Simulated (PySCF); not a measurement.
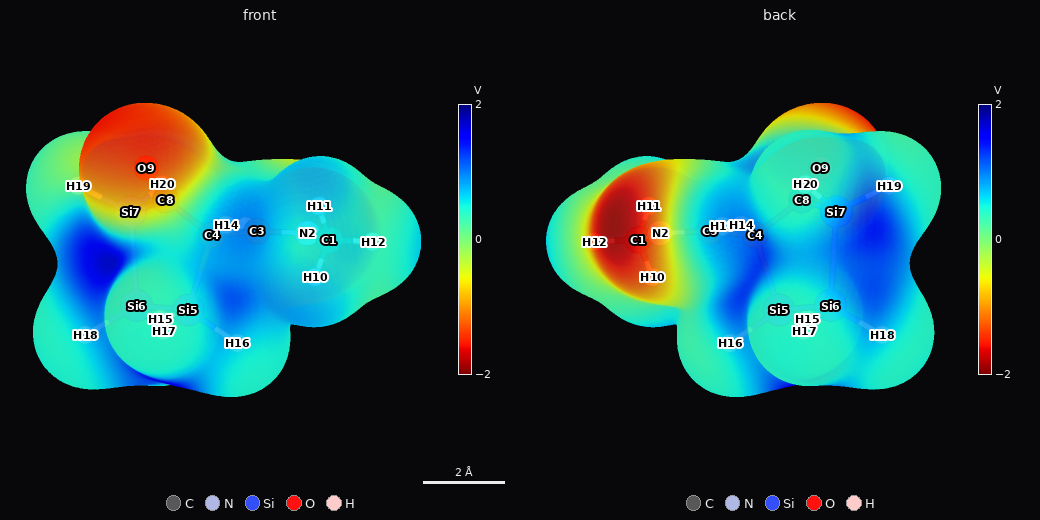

The picture shows: C$_{4}$H$_{11}$NOSi$_{3}$. The electrostatic potential painted on the density surface at 0.002 e/bohr³, seen from the front and from behind; the colour scale runs from red (negative) to blue (positive).

Geometry: GFN2-xTB.

These are results of PySCF 2.14.0, PBE0/pcSseg-1, SCF density, gas phase, non-relativistic, not measurements.

```xyz
20

C     3.1356   -0.0754   -0.2407
N     2.0737   -0.1318   -1.2063
C     0.8808    0.1247   -0.9015
C     0.3176    0.5118    0.4159
Si   -0.3839   -1.1242    1.2024
Si   -2.3837   -1.2376    0.0057
Si   -2.3592    0.9675   -0.7493
C    -0.8059    1.4939    0.2835
O    -0.8083    2.5387    0.9019
H     2.9575   -0.7490    0.6031
H     3.2655    0.9364    0.1551
H     4.0529   -0.3731   -0.7480
H     0.1634    0.0397   -1.7148
H     1.0940    0.9319    1.0605
H    -0.4561   -0.8713    2.6469
H     0.6588   -2.1417    1.0301
H    -2.3544   -2.2585   -1.0507
H    -3.5258   -1.6254    0.8444
H    -3.4389    1.8744   -0.3661
H    -2.0887    1.1794   -2.1751
```

> Describe the electrostatic potential map.

The most negative region (about −1.8 V) lies over N2, the most positive (about +1.6 V) over Si5, Si6 and Si7. N2 is the likeliest acceptor of a hydrogen bond.
